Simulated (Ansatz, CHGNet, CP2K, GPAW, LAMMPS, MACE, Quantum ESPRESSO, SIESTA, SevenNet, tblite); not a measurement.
# Which run comes nearest? Glassy 71SiO2-12Al2O3-17CaO (mol %) (74 atoms)

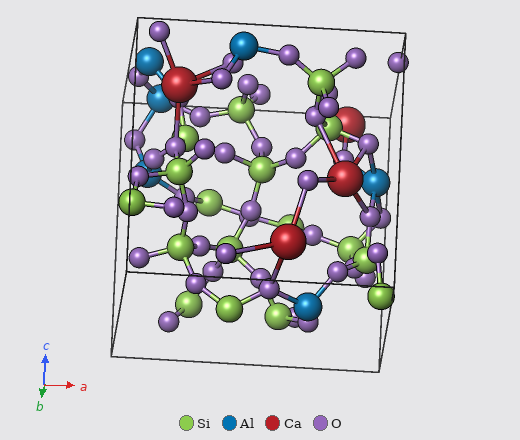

The cell (silicon green, aluminium blue, calcium red, oxygen purple). Bonds to atoms that aren't drawn are left out.

Density of this cell: 2.66 g/cm³. The cell holds 74 atoms: 17 Si, 6 Al, 4 Ca and 47 O. Cell: a = 9.897 Å, b = 9.897 Å, c = 9.897 Å, α = 90.0°, β = 90.0°, γ = 90.0°. 74 atoms (17 Si, 6 Al, 4 Ca, 47 O) placed at random at 2.49 g/cm³, melted at 4000 K for 10 ps at fixed volume with the Morse and Coulomb pair potential with partial charges (Pedone, Malavasi, Menziani, Cormack and Segre, J. Phys. Chem. B 110, 11780 (2006)). Quenched from 4000 K to 300 K at 500 K/ps and fixed volume, held 10 ps at zero pressure.

Geometry: as built.

The reference, a calculation:

| Quantity | Value |
| --- | --- |
| method | Kohn-Sham DFT, PBE, PAW, plane waves (Ansatz 0.2.0); cutoff 420 eV, Γ point, fermi-dirac smearing of 0.05 eV; PAW set soft_2 |
| r.m.s. force component | 1.394 eV/Å |
| longest force | 4.875 eV/Å |
| pressure | 6.599 GPa |
| gap (highest filled to lowest empty level) | 2.902 eV |
| SCF cycles | 9 |
| time | 5 s on 8 threads of Arm Neoverse V2, shared host |
| CPU time | 35 s |

Runs, in no order:
A. SIESTA PBE, DZP, shift 0.01 Ry, mesh 500 Ry: Kohn-Sham DFT, PBE, PseudoDojo 0.4.1 norm-conserving pseudopotentials (converted to PSML), numerical atomic orbitals (DZP), diagonalisation
B. SevenNet 0 potential: machine-learned interatomic potential SevenNet 0, trained on PBE(+U) plane-wave data
C. SIESTA PBE, DZ, shift 0.01 Ry, mesh 500 Ry: Kohn-Sham DFT, PBE, PseudoDojo 0.4.1 norm-conserving pseudopotentials (converted to PSML), numerical atomic orbitals (DZ), diagonalisation
D. tblite IPEA1-xTB: IPEA1-xTB tight binding, diagonalisation
E. CP2K PBE, DZVP-MOLOPT-SR, 300/50 Ry, OT CG: Kohn-Sham DFT, PBE, GTH-PBE pseudopotentials, Gaussian and plane waves, DZVP-MOLOPT-SR-GTH, orbital transformation

**Question.** Rank the runs by how far their forces lie from the reference's, least first.

B, E, A, D, C.

| run | Δ force, r.m.s. (meV/Å) | share of r.m.s. force (%) | CPU time |
| --- | --- | --- | --- |
| B. SevenNet 0 potential | 95.0 | 6.81 | 7.2 s |
| E. CP2K PBE, DZVP-MOLOPT-SR, 300/50 Ry, OT CG | 142 | 10.2 | 5.4 min |
| A. SIESTA PBE, DZP, shift 0.01 Ry, mesh 500 Ry | 265 | 19.0 | 5.2 min |
| D. tblite IPEA1-xTB | 522 | 37.5 | 4.7 s |
| C. SIESTA PBE, DZ, shift 0.01 Ry, mesh 500 Ry | 873 | 62.6 | 2 min |

Periodic xTB results under one method name differ between programs and library versions. Machine-learned potentials mimic data converged in k, so the reference's own k-point error enters their differences. The network of bonds at the start is that of the classical potential that made the cell, and needn't be the one that DFT or experiment would give. The electronic-structure runs sample only Γ, in a cell whose shortest periodic width is 10 Å.

[Hosts, paths, dates, database ids (printed as entryN), source tags and the programs' standing remarks are cut or masked in the printed files.]
